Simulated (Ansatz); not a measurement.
# CH7ClSi2 (SMILES [SiH3]C[SiH2]Cl): methods side by side

CH7ClSi2: 11 atoms, total charge 0, spin state singlet. SMILES: `[SiH3]C[SiH2]Cl`. The shape is that of a PBE0-D4/def2-TZVP optimisation. This is one conformer, not always the lowest.

Quantity: the vertical ionisation energy (to the doublet cation), in eV. The values are calculated.

```tsv
level	kind	program	value (eV)	CPU time (all runs)
HF/def2-SVP	Hartree–Fock	Ansatz	10.57	37 s
SVWN5/def2-SVP	LDA	Ansatz	10.17	24 s
PBE/def2-SVP	GGA	Ansatz	10.09	40 s
r2SCAN/def2-SVP	meta-GGA	Ansatz	10.38	88 s
BHLYP/def2-SVP	global hybrid	Ansatz	10.82	43 s
CAM-B3LYP/def2-SVP	range-separated hybrid	Ansatz	10.79	50 s
wB97X/def2-SVP	range-separated hybrid	Ansatz	10.99	2.6 min
MP2/def2-SVP	perturbation theory	Ansatz	11.05	36 s
CCSD/def2-SVP	coupled cluster or CI	Ansatz	10.81	2.5 min
```

The values span 10.09 to 11.05 eV. Times are those of the runs behind each value, whatever else they computed, on shared processors of several kinds: orders of magnitude only.

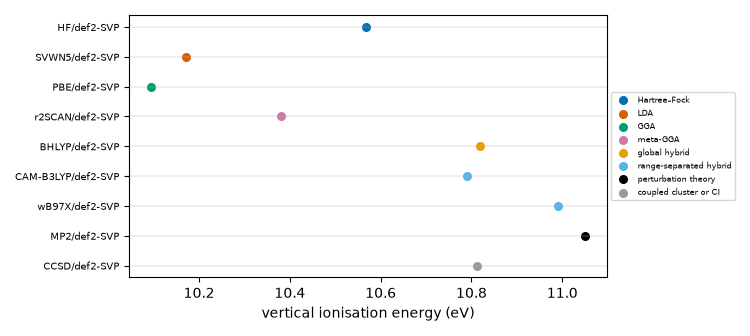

The values of the table, level by level.
